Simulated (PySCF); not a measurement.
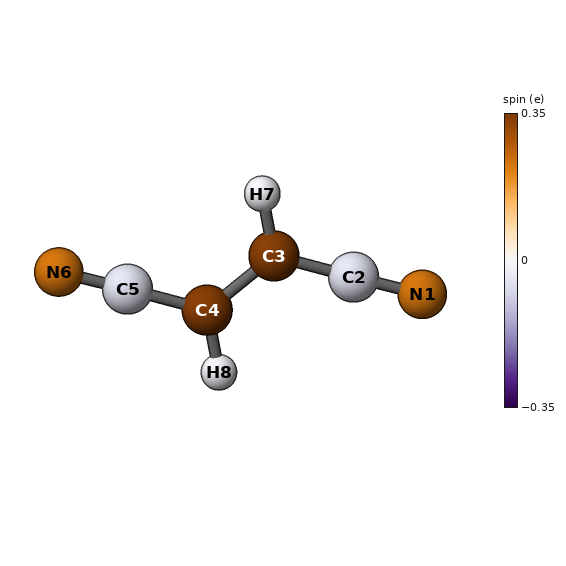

Atoms are coloured by their Mulliken spin populations. Charge −1, doublet. Computed geometry: GFN2-xTB optimisation. No frequency run is at hand to confirm it as a minimum. Method: UKS B3LYP, pcH-1 on C H N, non-relativistic (PySCF 2.14.0).

> Which atom carries the largest spin population?

C3, C4 (0.34 e).

> Which atom has the lowest spin population?

C2, C5 (−0.05 e); a negative value comes from spin polarisation.

Give the Mulliken spin populations atom by atom.

| atom | value (e) |
| --- | --- |
| N1 | 0.23 |
| C2 | −0.05 |
| C3 | 0.34 |
| C4 | 0.34 |
| C5 | −0.05 |
| N6 | 0.23 |
| H7 | −0.02 |
| H8 | −0.02 |

Mulliken values depend strongly on the basis set.
